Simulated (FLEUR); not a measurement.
# MnF2: which magnetic order is lowest

Aim: find out whether MnF2 carries moments, and which collinear order costs least.

Main program and level: FLEUR MaX-R8.1; PBEsol; all-electron FLAPW, Dirac cores, scalar-relativistic bands.

## Step 1: Starting point

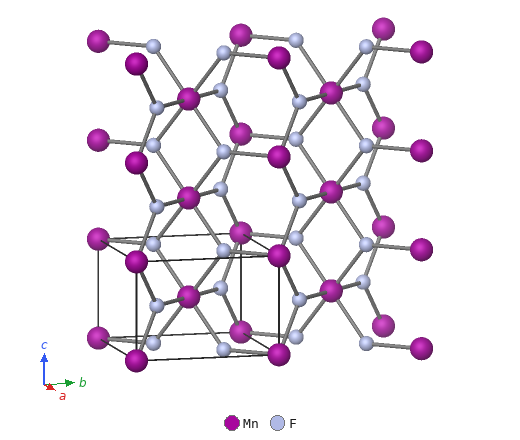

The starting structure, seen slightly off an axis (manganese purple, fluorine light blue). 1×2×3 cells are drawn. Some periodic images of atoms are drawn too.

Coordinates:

```xyz
6
Lattice="4.8738 0.0000 0.0000 0.0000 4.8738 0.0000 0.0000 0.0000 3.3107" Properties=species:S:1:pos:R:3 pbc="T T T"
Mn    0.0000    0.0000    0.0000
Mn    2.4369    2.4369    1.6554
F     1.4880    1.4880    0.0000
F     0.9489    3.9249    1.6554
F     3.3858    3.3858    0.0000
F     3.9249    0.9489    1.6554
```

## Step 2: Order 1, typed as ferro ++

The parallel start comes first: it shows whether parallel moments hold.

inpgen writes inp.xml from crystal.txt; cutoffs, mixing, functional, smearing and local orbitals are then set in the file. The k list default-1 (kpts.xml, not shown) is a Γ-centred 6×6×6 mesh; where the ranks do not divide the number of points, some are split in two of half the weight.

Contents of inp.xml:

```
<?xml version="1.0" encoding="UTF-8" standalone="no"?>
<fleurInput fleurInputVersion="0.39">
   <comment>
      MnF2
   </comment>
   <calculationSetup>
      <cutoffs Kmax="4.29" Gmax="12.9" GmaxXC="12.9" numbands="0"/>
      <scfLoop itmax="130" minDistance="0.00002" maxIterBroyd="15" imix="Anderson" alpha="0.05" precondParam="0.0" spinf="2.0" sdNocoIR="T"/>
      <coreElectrons ctail="T" frcor="F" kcrel="0" coretail_lmax="0"/>
      <xcFunctional name="PBEs" relativisticCorrections="F"/>
      <magnetism jspins="2"/>
      <soc l_soc="F" theta="0.0" phi="0.0" spav="F"/>
      <expertModes spex="0" secvar="F"/>
      <geometryOptimization l_f="F" forcealpha="1.0" forcemix="BFGS" epsdisp="0.00001" epsforce="0.00001"/>
      <ldaU l_linMix="F" mixParam="0.05" spinf="1.0"/>
   </calculationSetup>
   <cell>
      <bzIntegration valenceElectrons="58.0" mode="hist" fermiSmearingEnergy="0.00183747">
         <kPointListSelection listName="default-1"/>
         <xi:include xmlns:xi="http://www.w3.org/2001/XInclude" href="kpts.xml"> </xi:include>
      </bzIntegration>
      <xi:include xmlns:xi="http://www.w3.org/2001/XInclude" href="sym.xml"> </xi:include>
      <bulkLattice scale="1.0">
         <bravaisMatrix>
            <row-1>    9.2101471860754796     0.0000000000000000     0.0000000000000000</row-1>
            <row-2>    0.0000000000000000     9.2101471860754796     0.0000000000000000</row-2>
            <row-3>    0.0000000000000000     0.0000000000000000     6.2563162807132198</row-3>
         </bravaisMatrix>
      </bulkLattice>
   </cell>
   <atomSpecies>
      <species name="Manganese 4.501" element="Mn" atomicNumber="25">
         <mtSphere radius="2.48" gridPoints="819" logIncrement="0.015"/>
         <atomicCutoffs lmax="10" lnonsphr="8"/>
         <electronConfig flipSpins="F">
            <coreConfig>(1s1/2) (2s1/2) (2p1/2) (2p3/2)</coreConfig>
            <valenceConfig>(3s1/2) (3p1/2) (3p3/2) (4s1/2) (3d3/2) (3d5/2)</valenceConfig>
            <stateOccupation state="(3d3/2)" spinUp="1.7505" spinDown="0.2495"/>
            <stateOccupation state="(3d5/2)" spinUp="3.0" spinDown="0.0"/>
         </electronConfig>
         <energyParameters s="4" p="4" d="3" f="4"/>
         <lo type="SCLO" l="0" n="3" eDeriv="0"/>
         <lo type="SCLO" l="1" n="3" eDeriv="0"/>
      </species>
      <species name="Fluorine (F)" element="F" atomicNumber="9">
         <mtSphere radius="1.4" gridPoints="463" logIncrement="0.023"/>
         <atomicCutoffs lmax="6" lnonsphr="4"/>
         <electronConfig flipSpins="F">
            <coreConfig>(1s1/2)</coreConfig>
            <valenceConfig>(2s1/2) (2p1/2) (2p3/2)</valenceConfig>
            <stateOccupation state="(2p1/2)" spinUp="0.833333" spinDown="0.833333"/>
            <stateOccupation state="(2p3/2)" spinUp="1.666667" spinDown="1.666667"/>
         </electronConfig>
         <energyParameters s="2" p="2" d="3" f="4"/>
      </species>
   </atomSpecies>
   <atomGroups>
      <atomGroup species="Manganese 4.501">
         <relPos label="                   1">.0000000000 .0000000000 .0000000000</relPos>
         <relPos label="                   2">1.000/2.000 1.000/2.000 1.000/2.000</relPos>
         <force calculate="T" relaxXYZ="TTT"/>
      </atomGroup>
      <atomGroup species="Fluorine (F)">
         <relPos label="                   3">.3053000000 .3053000000 .0000000000</relPos>
         <relPos label="                   4">.1947000000 -.1947000000 1.000/2.000</relPos>
         <relPos label="                   5">-.3053000000 -.3053000000 .0000000000</relPos>
         <relPos label="                   6">-.1947000000 .1947000000 1.000/2.000</relPos>
         <force calculate="T" relaxXYZ="TTT"/>
      </atomGroup>
   </atomGroups>
   <output dos="F" band="F" slice="F">
      <bandDOS minEnergy="-.5*Htr" maxEnergy="0.5*Htr" sigma="0.015" storeEVData="T"/>
      <plotting iplot="0" polar="F">
         <plot TwoD="T" vec1="  1.0  0.0  0.0" vec2="  0.0  1.0  0.0" vec3="  0.0  0.0  1.0" zero="  0.0  0.0  0.0" file="plot"/>
      </plotting>
      <moessbauerParams electricFieldGradient="F" isomerShift="F" coreHyperfine="F" valenceHyperfine="F"/>
   </output>
</fleurInput>
```

Contents of crystal.txt:

```
MnF2
&input film=F cartesian=F /
4.87380000000  0.00000000000  0.00000000000
0.00000000000  4.87380000000  0.00000000000
0.00000000000  0.00000000000  3.31070000000
1.8897261246
1.0 1.0 1.0

6
25 0.00000000000  0.00000000000  0.00000000000 : 4.501
25 0.50000000000  0.50000000000  0.50000000000 : 4.501
9 0.30530000000  0.30530000000  0.00000000000
9 0.19470000000  0.80530000000  0.50000000000
9 0.69470000000  0.69470000000  0.00000000000
9 0.80530000000  0.19470000000  0.50000000000

&kpt div1=6 div2=6 div3=6 gamma=T /
```

Launch:

```console
$ OMP_NUM_THREADS=1 inpgen -f crystal.txt > inpgen.log  # inp.xml is then edited as shown
$ OMP_NUM_THREADS=1 mpirun -n 4 fleur_MPI > fleur.log
```

The program printed:

```text
Welcome to FLEUR        (www.flapw.de)
      MaX-Release 8.1          (www.max-centre.eu)

 ========== k-point set info ==========
 Selected k-point list: default-1
 k-point list type: mesh
 6 x 6 x 6
 Number of k points: 40

 ------------Calculation Setup---------------------------
 Number of MPI-tasks      :            4
 Number of PE/node        :            4
 Number of OMP-threads    :            1
 k-points in parallel     :            4
 pe's per k-point         :            1
 No of k-point loops      :           10
 Eigenvalue solver        :       lapack
 Number of basis functions:          761
 Approximate size of matrices (H+S) per k-point:         0.009 GB
 --------------------------------------------------------
 Iteration:     1   Distance:      13.39336387 me/bohr^3
 Iteration:     2   Distance:      11.83264129 me/bohr^3
 Iteration:     3   Distance:       6.80913897 me/bohr^3
 Iteration:     4   Distance:       3.81866418 me/bohr^3
 Iteration:     5   Distance:       2.09548829 me/bohr^3
 Iteration:     6   Distance:       0.63178319 me/bohr^3
 Iteration:     7   Distance:       0.50448074 me/bohr^3
 Iteration:     8   Distance:       0.12066925 me/bohr^3
 Iteration:     9   Distance:       0.05730774 me/bohr^3
 Iteration:    10   Distance:       0.01474821 me/bohr^3
 Iteration:    11   Distance:       0.01658782 me/bohr^3
 Iteration:    12   Distance:       0.00213639 me/bohr^3
 Iteration:    13   Distance:       0.00086145 me/bohr^3
 Iteration:    14   Distance:       0.00037765 me/bohr^3
 Iteration:    15   Distance:       0.00007657 me/bohr^3
 Iteration:    16   Distance:       0.00006604 me/bohr^3
 Iteration:    17   Distance:       0.00003686 me/bohr^3
 Iteration:    18   Distance:       0.00000598 me/bohr^3

 ********************************************************************
 Run finished successfully
 Stop message:
   all done
 ********************************************************************

--- out.xml (last complete iteration) ---
<iteration numberForCurrentRun="   18" overallNumber="   18">
         <energyParameters units="Htr">
            <atomicEP atomType="1" spin="1" branch="4s" branchLowest="-2.81" branchHighest="1.34" value="0.0439559706"/>
            <atomicEP atomType="1" spin="1" branch="4p" branchLowest="-1.66" branchHighest="1.86" value="0.1807370606"/>
            <atomicEP atomType="1" spin="1" branch="3d" branchLowest="-9.99" branchHighest="0.16" value="0.0611529760"/>
            <atomicEP atomType="1" spin="1" branch="4f" branchLowest="-9.99" branchHighest="2.83" value="0.4951005043"/>
            <loAtomicEP atomType="1" spin="1" branch="3s" branchLowest="-26.91" branchHighest="-2.81" value="-2.8200888492"/>
            <loAtomicEP atomType="1" spin="1" branch="3p" branchLowest="-22.73" branchHighest="-1.66" value="-1.6772800948"/>
            <atomicEP atomType="2" spin="1" branch="2s" branchLowest="-23.90" branchHighest="0.21" value="-0.7777649407"/>
            <atomicEP atomType="2" spin="1" branch="2p" branchLowest="-9.99" branchHighest="0.81" value="-0.1677613014"/>
            <atomicEP atomType="2" spin="1" branch="3d" branchLowest="-9.99" branchHighest="5.95" value="0.1744170971"/>
            <atomicEP atomType="2" spin="1" branch="4f" branchLowest="-9.99" branchHighest="10.51" value="0.3344922133"/>
            <atomicEP atomType="1" spin="2" branch="4s" branchLowest="-2.63" branchHighest="1.49" value="0.0914743083"/>
            <atomicEP atomType="1" spin="2" branch="4p" branchLowest="-1.48" branchHighest="2.00" value="0.2174786882"/>
            <atomicEP atomType="1" spin="2" branch="3d" branchLowest="-9.99" branchHighest="0.35" value="0.2084915957"/>
            <atomicEP atomType="1" spin="2" branch="4f" branchLowest="-9.99" branchHighest="2.97" value="0.5232349023"/>
            <loAtomicEP atomType="1" spin="2" branch="3s" branchLowest="-26.83" branchHighest="-2.63" value="-2.6360576403"/>
            <loAtomicEP atomType="1" spin="2" branch="3p" branchLowest="-22.67" branchHighest="-1.48" value="-1.4964082859"/>
            <atomicEP atomType="2" spin="2" branch="2s" branchLowest="-23.90" branchHighest="0.22" value="-0.7718340080"/>
            <atomicEP atomType="2" spin="2" branch="2p" branchLowest="-9.99" branchHighest="0.82" value="-0.1635196610"/>
            <atomicEP atomType="2" spin="2" branch="3d" branchLowest="-9.99" branchHighest="5.95" value="0.1756746536"/>
            <atomicEP atomType="2" spin="2" branch="4f" branchLowest="-9.99" branchHighest="10.52" value="0.3357447610"/>
         </energyParameters>
         <bandgap value="1.0136692301" units="eV"/>
         <sumValenceSingleParticleEnergies value="-36.4085831545" units="Htr"/>
         <FermiEnergy value="0.1593838391" units="Htr"/>
         <valenceDensity>
            <mtCharges spin="1">
               <mtCharge atomType="1" total="9.1876870" s="1.1233858" p="3.1476732" d="4.8529121" f="0.0414587"/>
               <mtCharge atomType="2" total="2.8625234" s="0.8101355" p="2.0493394" d="0.0026321" f="0.0003465"/>
            </mtCharges>
            <mtCharges spin="2">
               <mtCharge atomType="1" total="4.5296823" s="1.0937503" p="3.1234462" d="0.2506561" f="0.0399831"/>
               <mtCharge atomType="2" total="2.7754781" s="0.8011903" p="1.9738693" d="0.0003416" f="0.0000587"/>
            </mtCharges>
            <spinDependentCharge spin="1" total="34.0000000" interstitial="4.1745325" mtSpheres="29.8254675"/>
            <spinDependentCharge spin="2" total="24.0000000" interstitial="3.8387230" mtSpheres="20.1612770"/>
            <totalCharge value="58.0000000000"/>
         </valenceDensity>
         <coreStates atomType="     1" atomicNumber=" 25" spin="1" kinEnergy="    525.9506006028" eigValSum="   -330.6644644997" lostElectrons=" 0.000000">
            <state n="1" l="0" j="0.5" energy="-235.5601569595" weight="1.0000000000"/>
            <state n="2" l="0" j="0.5" energy="-26.9052502156" weight="1.0000000000"/>
            <state n="2" l="1" j="0.5" energy="-22.9876841033" weight="1.0000000000"/>
            <state n="2" l="1" j="1.5" energy="-22.6056866106" weight="2.0000000000"/>
         </coreStates>
         <coreStates atomType="     1" atomicNumber=" 25" spin="2" kinEnergy="    526.7669289145" eigValSum="   -330.4095195652" lostElectrons=" 0.000000">
            <state n="1" l="0" j="0.5" energy="-235.5604414955" weight="1.0000000000"/>
            <state n="2" l="0" j="0.5" energy="-26.8276077844" weight="1.0000000000"/>
            <state n="2" l="1" j="0.5" energy="-22.9295515167" weight="1.0000000000"/>
            <state n="2" l="1" j="1.5" energy="-22.5459593843" weight="2.0000000000"/>
         </coreStates>
         <coreStates atomType="     2" atomicNumber="  9" spin="1" kinEnergy="     37.0950027993" eigValSum="    -23.8999919774" lostElectrons=" 0.000000">
            <state n="1" l="0" j="0.5" energy="-23.8999919774" weight="1.0000000000"/>
         </coreStates>
         <coreStates atomType="     2" atomicNumber="  9" spin="2" kinEnergy="     37.1008266966" eigValSum="    -23.8964646558" lostElectrons=" 0.000000">
            <state n="1" l="0" j="0.5" energy="-23.8964646558" weight="1.0000000000"/>
         </coreStates>
         <allElectronCharges>
            <spinDependentCharge spin="1" total="48.0000000" interstitial="4.1745321" mtSpheres="43.8254679"/>
            <spinDependentCharge spin="2" total="38.0000000" interstitial="3.8387226" mtSpheres="34.1612774"/>
            <totalCharge value="85.9999999968"/>
         </allElectronCharges>
         <magneticMomentsInMTSpheres units="muBohr">
            <globalMagMoment atomType="1" vec="0.00000   0.00000   4.65800"/>
            <localMagMoment atomType="1" vec="0.00000   0.00000   4.65800"/>
            <globalMagMoment atomType="2" vec="0.00000   0.00000   0.08705"/>
            <localMagMoment atomType="2" vec="0.00000   0.00000   0.08705"/>
         </magneticMomentsInMTSpheres>
         <moessbauerParams unitsHFF="kG" unitsIS="e/bohr^3" unitsEFG="Htr/bohr^2">
         </moessbauerParams>
         <totalEnergy value="    -2713.5829553246" units="Htr">
            <sumOfEigenvalues value="    -1549.7423778170">
               <coreElectrons value="-1513.3337946625"/>
               <valenceElectrons value="-36.4085831545"/>
            </sumOfEigenvalues>
            <densityCoulombPotentialIntegral value="-4104.2747255878"/>
            <densityEffectivePotentialIntegral value="-4291.0532593783"/>
            <chargeDenXCDenIntegral value="-142.8968425979"/>
            <FockExchangeEnergyValence value="0.0000000000"/>
            <FockExchangeEnergyCore value="0.0000000000"/>
            <atomTypeDependentContributions atomType="1">
               <electronNucleiInteractionDifferentMTs value="2759.3514274730"/>
               <MadelungTerm value="-16.5959064643"/>
            </atomTypeDependentContributions>
            <atomTypeDependentContributions atomType="2">
               <electronNucleiInteractionDifferentMTs value="464.9252762526"/>
               <MadelungTerm value="-18.9870213043"/>
            </atomTypeDependentContributions>
            <tkbTimesEntropy value="0.0000000000"/>
            <freeEnergy value="-2713.5829553246"/>
            <extrapolationTo0K value="-2713.5829553246"/>
         </totalEnergy>
         <densityConvergence units="me/bohr^3">
            <chargeDensity spin="1" distance="0.0000039654"/>
            <chargeDensity spin="2" distance="0.0000038611"/>
            <overallChargeDensity distance="0.0000059772"/>
            <spinDensity distance="0.0000050536"/>
         </densityConvergence>
      </iteration>
```

Wall time 66 s (4 MPI ranks of Intel Xeon Platinum 8488C (Sapphire Rapids), shared host); peak memory 0.37 GiB.

Spin moment in the muffin-tin sphere by atom:

```csv
atom,spin moment in the muffin-tin sphere (μB)
Mn1,4.66
Mn2,4.66
F3,0.09
F4,0.09
F5,0.09
F6,0.09
```

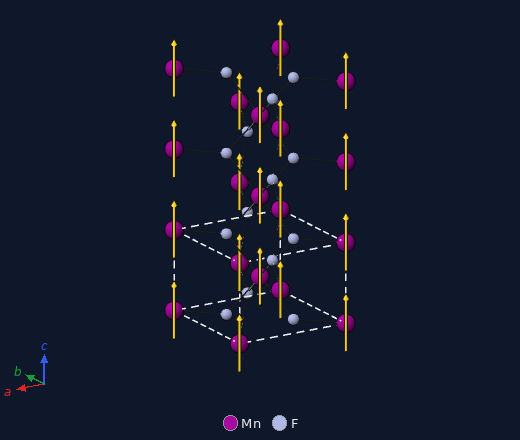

Spin moment in the muffin-tin sphere as arrows, the longest 4.66 μB. Up and down stand for the sign. Arrows give size and sign along the axis of quantisation, drawn up and down the page. 1×1×3 cells are drawn. Some periodic images of atoms are drawn too.

This step gave:

```yaml
free_energy: -73840.3539 eV
program_s_band_gap_on_this_mesh_in_a_metal_only_a_level_spacing: 1.014 eV
magnetization: 10 μB
final_state: ferromagnetic
```

After 18 cycles the largest moment stands at 4.66 μB.

(Part 1 of 2 ends here.)

[Logs and program files are shortened in this print: banners, set-up blocks, solver, clock and traceback lines can be left out without a mark of their own.]

[Logs are printed without paths, hosts, clocks, repeated set-up lines and the standing remarks that a program may print on its own settings, such as how far it seeks lower states.]

[Hosts, paths, dates, database ids (printed as entryN), source tags and the programs' standing remarks are cut or masked in the printed files.]

[Where a cell is said to come from a database of computed structures, the database is the Materials Project.]
